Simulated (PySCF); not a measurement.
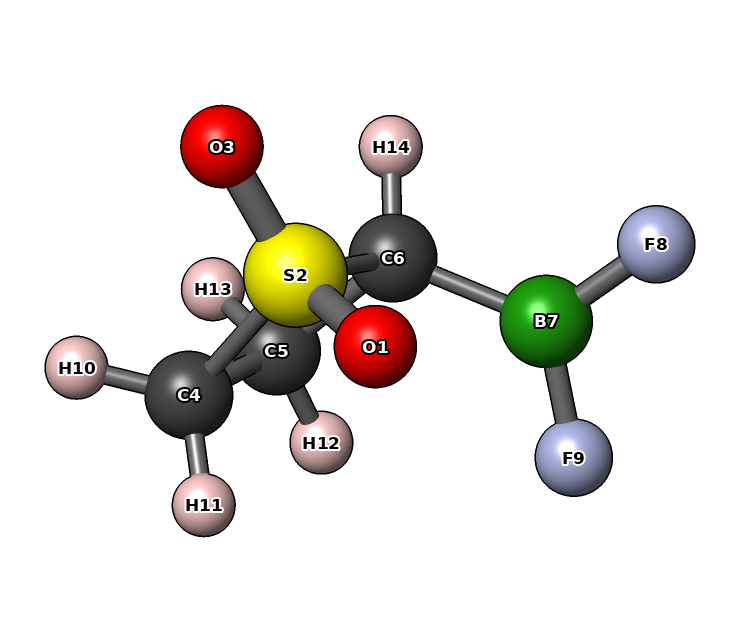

The thickness of each stick grows with its Mayer bond order. The geometry was computed by an optimisation with GFN2-xTB. No frequency run is at hand to confirm it as a minimum. Method: PBE0/pcSseg-1 (PySCF 2.14.0).

List the Mayer bond orders of O1–S2, S2–O3, S2–C4, S2–C6, C4–C5, C4–H10, C4–H11, C5–C6, C5–H12, C5–H13, C6–B7, C6–H14, B7–F8, B7–F9.

```csv
bond,Mayer order,length (Å)
O1–S2,1.73,1.431
S2–O3,1.75,1.431
S2–C4,0.87,1.825
S2–C6,0.83,1.860
C4–C5,1.03,1.533
C4–H10,0.93,1.084
C4–H11,0.92,1.084
C5–C6,0.99,1.541
C5–H12,0.94,1.090
C5–H13,0.94,1.089
C6–B7,0.88,1.562
C6–H14,0.92,1.086
B7–F8,1.15,1.313
B7–F9,1.13,1.316
```

The geometry is semi-empirical. Around B such bond lengths and angles can be off by a tenth of an ångström or more and by several degrees, and values that hang on the shape move with them.
